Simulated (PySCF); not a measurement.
# M06-L/cc-pVTZ run of SiO2 (silicon dioxide molecule)

Aim: the vertical ionisation energy of SiO2 (silicon dioxide molecule) at M06-L/cc-pVTZ, from 2 runs. Input form: a Python script.

The calculation is run with PySCF 2.14.0.

2 further runs of the same task are left out: 2 set aside as unsound or not needed.

## 1. Starting point

The species is SiO2 (3 atoms), meant as a singlet with charge 0. SMILES: `O=[Si]=O`. The shape is that of a PBE0-D4/def2-TZVP optimisation.

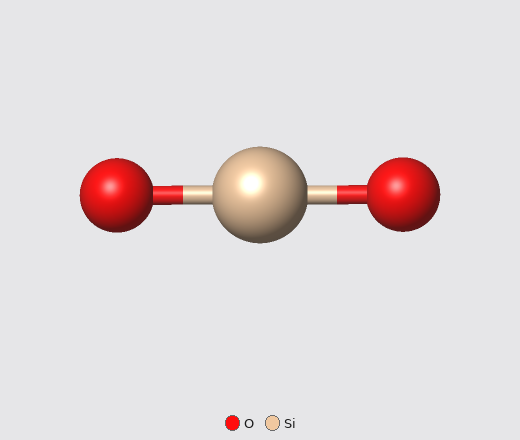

The structure, seen from a chosen angle (oxygen red, silicon light orange).

## 2. A single-point energy at M06-L/cc-pVTZ

Input file run.py:

```python
# O=[Si]=O
from pyscf import gto, dft

mol = gto.M(
    atom='''
O        0.697730       1.229600       0.518760
Si      -0.000010       0.000000       0.000000
O       -0.697730      -1.229610      -0.518760
''',
    basis='cc-pvtz',
    charge=0,
    max_memory=1860,
    verbose=3,
)

ks = dft.RKS(mol, xc='m06-l')
ks.grids.level = 5
ks.conv_tol = 1e-10
ks.kernel()
if not ks.converged:
    ks = ks.newton().run(ks.mo_coeff, ks.mo_occ)

etot = ks.e_tot
print(f'total energy: {etot:.8f} hartree')
```

Run with:

```sh
$ OMP_NUM_THREADS=1 python run.py
```

Log:

```text
converged SCF energy = -439.98344045628
total energy: -439.98344046 hartree
```

Run time: 20 s. Hardware: 1 thread of Arm Neoverse V2, shared host; peak memory 0.48 GiB.

## 3. The doublet cation

Input file run.py:

```python
from pyscf import gto, dft

molecule = gto.M(
    atom=[
    ('O', (0.697730, 1.229600, 0.518760)),
    ('Si', (-0.000010, 0.000000, -0.000000)),
    ('O', (-0.697730, -1.229610, -0.518760)),
],
    basis='cc-pvtz',
    max_memory=1860,
    spin=1,
    verbose=4,
    charge=1,
)

calc0 = dft.UKS(molecule)
calc0.xc = 'm06-l'
calc0.grids.level = 5
calc0.conv_tol = 1e-10
calc0.kernel()
if not calc0.converged:
    calc0 = calc0.newton().run(calc0.mo_coeff, calc0.mo_occ)

e_tot = calc0.e_tot
print('E = %.10f Eh' % e_tot)
```

Run with:

```sh
$ OMP_NUM_THREADS=1 python run.py
```

Log:

```text
PySCF version 2.14.0

[INPUT] num. atoms = 3
[INPUT] num. electrons = 29
[INPUT] charge = 1
[INPUT] spin (= nelec alpha-beta = 2S) = 1
[INPUT] symmetry False subgroup None
[INPUT] Mole.unit = angstrom
[INPUT] Symbol           X                Y                Z      unit          X                Y                Z       unit  Magmom
[INPUT]  1 O      0.697730000000   1.229600000000   0.518760000000 AA    1.318518608893   2.323607242765   0.980314324379 Bohr   0.0
[INPUT]  2 Si    -0.000010000000   0.000000000000   0.000000000000 AA   -0.000018897261   0.000000000000   0.000000000000 Bohr   0.0
[INPUT]  3 O     -0.697730000000  -1.229610000000  -0.518760000000 AA   -1.318518608893  -2.323626140026  -0.980314324379 Bohr   0.0

nuclear repulsion = 89.9564389905779
number of shells = 27
number of NR pGTOs = 143
number of NR cGTOs = 94
basis = cc-pvtz
ecp = {}

[... 33 lines left out ...]
WARN: beta  nocc = 14  HOMO -0.441800000880504 >= LUMO -0.441797319338994
[... 1 line left out ...]
WARN: HOMO -0.441797319338993 >= LUMO -0.441797319338994
[... 50 lines left out ...]
converged SCF energy = -439.536922917166  <S^2> = 0.7744243  2S+1 = 2.024277
E = -439.5369229172 Eh
```

Run time: 42 s. Hardware: 1 thread of Arm Neoverse V2, shared host; peak memory 0.51 GiB.

## 4. Outcome

Level: M06-L/cc-pVTZ.

| quantity | value |
| --- | --- |
| singlet SiO2: total energy | -439.98344 Eh |
| singlet SiO2: dipole moment | 0.00 D |
| singlet SiO2: HOMO energy | -8.46 eV |
| singlet SiO2: LUMO energy | -3.74 eV |
| singlet SiO2: HOMO–LUMO gap | 4.72 eV |
| doublet cation: total energy | -439.53692 Eh |
| doublet cation: HOMO energy (highest over α and β) | -16.69 eV |
| doublet cation: LUMO energy (lowest over α and β) | -15.83 eV |
| doublet cation: ⟨S²⟩ | 0.774 |
| vertical ionisation energy (to the doublet cation) | 12.150 eV |

In words: Removing an electron at fixed nuclei costs 12.15 eV (280 kcal/mol). The negative HOMO energy of the first species, 8.46 eV, lies 3.69 eV below that difference. Mulliken charges (singlet SiO2) run from -0.42 on O1 to +0.84 on Si2. Mulliken charges (doublet cation) run from -0.07 on O1 to +1.14 on Si2; they depend strongly on the basis.
